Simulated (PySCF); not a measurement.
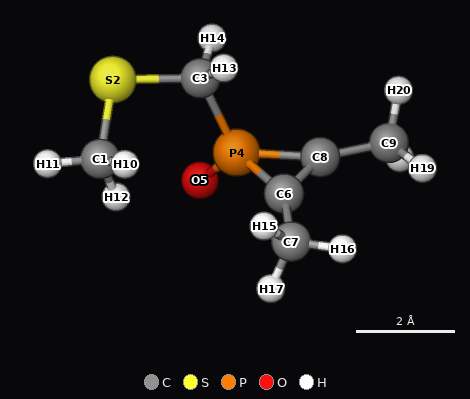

Figure 1. The structure as given in the input (ball-and-stick view, seen at a tilt; atoms are numbered from 1 in the order of the input).

# Two runs on C6H11OPS

System: C6H11OPS, SMILES CSCP1(=O)C(C)=C1C.
Method of run A: GIAO PBE0/pcSseg-1 NMR shielding, non-relativistic, IEF-PCM acetone (PySCF 2.14.0).

The geometry comes from this level: PBE0-D3(BJ)/def2-SVP. Text and figures count atoms from 1; the logs count them from 0 in places.

## Input, run A
```
{"job": {"kind": "nmr", "xc": "PBE0", "basis": "pcSseg-1", "solvent": "acetone", "pop": true}, "charge": 0, "multiplicity": 1}
C      2.970299     0.083701    -0.955692
S      2.849958    -1.526343    -0.151242
C      1.158967    -1.461531     0.476117
P     -0.084593    -0.853736    -0.729933
O      0.109471    -1.375708    -2.115992
C     -0.777237     0.686069    -0.226659
C     -0.774515     2.164203    -0.198988
C     -1.569720    -0.358497     0.078250
C     -2.911300    -0.655729     0.624974
H      2.794361     0.913162    -0.253332
H      3.997198     0.161702    -1.338850
H      2.271666     0.134885    -1.805574
H      1.074017    -0.853854     1.391834
H      0.895789    -2.500684     0.730651
H      0.100786     2.542446     0.352289
H     -1.687155     2.569042     0.263471
H     -0.697684     2.557367    -1.224858
H     -3.517830    -1.176406    -0.132266
H     -3.441108     0.259422     0.929492
H     -2.839384    -1.327807     1.494192
```

The first line tells a small driver script what to run in PySCF; the rest is the geometry in Å.

Launched with:
```bash
OMP_NUM_THREADS=1 python <driver script> task.json out
```

Hardware: 1 CPU thread, shared host.

## Output (run A)
```
coarse grid: 17672 points
cycle   1  E = -1049.0813496511  dE =  1.322e+00  |g| = 8.913e-01  |ddm| = 4.295e+00
cycle   2  E = -1048.6712020934  dE =  4.101e-01  |g| = 1.676e+00  |ddm| = 2.933e+00
cycle   3  E = -1049.2264293330  dE = -5.552e-01  |g| = 1.881e-01  |ddm| = 2.315e+00
cycle   4  E = -1049.2341878149  dE = -7.758e-03  |g| = 6.324e-02  |ddm| = 2.643e-01
cycle   5  E = -1049.2351835227  dE = -9.957e-04  |g| = 1.465e-02  |ddm| = 7.695e-02
cycle   6  E = -1049.2352366970  dE = -5.317e-05  |g| = 3.880e-03  |ddm| = 2.244e-02
cycle   7  E = -1049.2352398331  dE = -3.136e-06  |g| = 1.328e-03  |ddm| = 4.802e-03
final grid: 161224 points
cycle   8  E = -1049.3021274019  dE = -2.384e-05  |g| = 1.293e-02  |ddm| = 3.550e-02
cycle   9  E = -1049.3020803734  dE =  4.703e-05  |g| = 1.987e-02  |ddm| = 2.995e-02
cycle  10  E = -1049.3021642967  dE = -8.392e-05  |g| = 3.108e-03  |ddm| = 2.013e-02
cycle  11  E = -1049.3021661259  dE = -1.829e-06  |g| = 1.104e-04  |ddm| = 2.730e-03
cycle  12  E = -1049.3021661281  dE = -2.279e-09  |g| = 6.964e-05  |ddm| = 2.222e-04
cycle  13  E = -1049.3021661293  dE = -1.155e-09  |g| = 2.387e-05  |ddm| = 8.873e-05
cycle  14  E = -1049.3021661294  dE = -1.369e-10  |g| = 5.921e-06  |ddm| = 3.067e-05
converged SCF energy = -1049.3021661294

GIAO shielding tensors (ppm)
atom      isotropic    diamagn.    paramagn.     s11        s22        s33       span
  0 C      164.791     251.823     -87.033    150.309    159.656    184.407     34.098
  1 S      578.389    1054.830    -476.441    457.970    522.406    754.792    296.822
  2 C      145.397     256.811    -111.413    115.042    156.445    164.704     49.662
  3 P      412.355     966.472    -554.117    226.320    290.398    720.345    494.025
  4 O      259.398     398.874    -139.476    165.535    216.019    396.640    231.105
  5 C       14.308     268.464    -254.156    -93.341    -27.113    163.377    256.718
  6 C      171.838     248.981     -77.143    154.593    176.296    184.624     30.031
  7 C       20.876     272.403    -251.527    -87.621    -11.853    162.102    249.723
  8 C      171.930     247.561     -75.631    154.145    176.592    185.054     30.909
  9 H       28.893      31.337      -2.444     24.906     25.902     35.872     10.966
 10 H       29.139      27.177       1.961     23.871     25.838     37.708     13.836
 11 H       28.517      31.140      -2.623     23.537     28.529     33.485      9.948
 12 H       29.133      32.940      -3.807     23.083     29.431     34.885     11.801
 13 H       27.795      29.755      -1.960     22.208     27.131     34.047     11.839
 14 H       29.115      30.738      -1.623     24.416     28.373     34.556     10.140
 15 H       28.727      28.747      -0.021     23.646     27.884     34.650     11.004
 16 H       29.058      29.048       0.010     25.093     27.025     35.055      9.961
 17 H       29.058      27.256       1.803     24.952     26.849     35.373     10.422
 18 H       28.739      28.325       0.414     23.745     28.085     34.386     10.641
 19 H       29.157      28.808       0.349     24.545     27.724     35.202     10.657
```

The input of run B differs as follows (lines with − go, lines with + come):
```diff
-"solvent": "acetone"
-"pop": true
+"solvent": "chloroform"
+"pop": false
```

How does run B compare with run A?

The total energy of run B is 3.0 kcal/mol higher: the change of the electrostatic solvation energy at this fixed geometry, without cavity or dispersion terms. The HOMO goes from −6.59 to −6.52 eV. The LUMO goes from −0.15 to −0.21 eV. The dipole moment goes from 7.13 to 6.61 D. Of all shieldings, the largest change is that of O5, by −6.1 ppm. The number of SCF iterations is the same.

## Output (run B)
```
coarse grid: 17672 points
cycle   1  E = -1049.0723659167  dE =  1.331e+00  |g| = 8.969e-01  |ddm| = 4.296e+00
cycle   2  E = -1048.6054363925  dE =  4.669e-01  |g| = 1.752e+00  |ddm| = 3.133e+00
cycle   3  E = -1049.2204723037  dE = -6.150e-01  |g| = 1.985e-01  |ddm| = 2.510e+00
cycle   4  E = -1049.2291797359  dE = -8.707e-03  |g| = 6.953e-02  |ddm| = 2.896e-01
cycle   5  E = -1049.2303852482  dE = -1.206e-03  |g| = 1.617e-02  |ddm| = 8.597e-02
cycle   6  E = -1049.2304501840  dE = -6.494e-05  |g| = 4.383e-03  |ddm| = 2.513e-02
cycle   7  E = -1049.2304542412  dE = -4.057e-06  |g| = 1.492e-03  |ddm| = 5.540e-03
final grid: 161224 points
cycle   8  E = -1049.2973502414  dE = -2.274e-05  |g| = 1.319e-02  |ddm| = 3.571e-02
cycle   9  E = -1049.2972968376  dE =  5.340e-05  |g| = 2.073e-02  |ddm| = 3.147e-02
cycle  10  E = -1049.2973883740  dE = -9.154e-05  |g| = 3.322e-03  |ddm| = 2.161e-02
cycle  11  E = -1049.2973904763  dE = -2.102e-06  |g| = 1.285e-04  |ddm| = 2.969e-03
cycle  12  E = -1049.2973904795  dE = -3.254e-09  |g| = 7.496e-05  |ddm| = 2.567e-04
cycle  13  E = -1049.2973904808  dE = -1.304e-09  |g| = 2.763e-05  |ddm| = 9.785e-05
cycle  14  E = -1049.2973904810  dE = -1.819e-10  |g| = 6.979e-06  |ddm| = 3.580e-05
converged SCF energy = -1049.2973904810

GIAO shielding tensors (ppm)
atom      isotropic    diamagn.    paramagn.     s11        s22        s33       span
  0 C      164.664     251.893     -87.229    150.409    159.358    184.224     33.815
  1 S      572.983    1054.632    -481.648    455.831    514.127    748.992    293.161
  2 C      145.096     256.860    -111.764    114.587    156.386    164.314     49.726
  3 P      412.950     966.365    -553.415    226.664    288.716    723.470    496.806
  4 O      253.340     398.182    -144.842    155.966    211.330    392.724    236.759
  5 C       14.364     268.658    -254.295    -92.985    -28.008    164.084    257.069
  6 C      171.752     248.903     -77.151    154.606    176.195    184.454     29.847
  7 C       20.573     272.490    -251.917    -87.493    -13.716    162.930    250.423
  8 C      171.838     247.526     -75.688    154.116    176.541    184.858     30.741
  9 H       29.040      31.520      -2.480     25.091     26.062     35.967     10.876
 10 H       29.184      27.222       1.961     23.952     25.896     37.703     13.751
 11 H       28.442      31.073      -2.631     23.486     28.443     33.398      9.912
 12 H       29.256      33.079      -3.823     23.225     29.598     34.943     11.718
 13 H       27.860      29.832      -1.972     22.335     27.200     34.046     11.711
 14 H       29.189      30.818      -1.630     24.515     28.469     34.582     10.066
 15 H       28.781      28.818      -0.037     23.711     27.957     34.674     10.963
 16 H       29.049      29.063      -0.014     25.109     27.012     35.025      9.915
 17 H       29.043      27.283       1.760     24.961     26.830     35.338     10.377
 18 H       28.799      28.400       0.400     23.818     28.165     34.414     10.596
 19 H       29.211      28.881       0.329     24.621     27.798     35.212     10.591
```

## The two runs side by side

| quantity | run A | run B |
| --- | --- | --- |
| outcome | converged | converged |
| total energy (hartree) | −1049.302166 | −1049.297390 |
| HOMO (eV) | −6.59 | −6.52 |
| LUMO (eV) | −0.15 | −0.21 |
| dipole moment (D) | 7.13 | 6.61 |
| shielding of C1 (ppm) | 164.8 | 164.7 |
| shielding of S2 (ppm) | 578.4 | 573.0 |
| shielding of C3 (ppm) | 145.4 | 145.1 |
| shielding of P4 (ppm) | 412.4 | 413.0 |
| shielding of O5 (ppm) | 259.4 | 253.3 |
| shielding of C8 (ppm) | 20.9 | 20.6 |
| shielding of H10 (ppm) | 28.9 | 29.0 |
| SCF iterations | 14 | 14 |
| basis functions | 222 | 222 |
| wall time (shared host) | 79 s | 72 s |
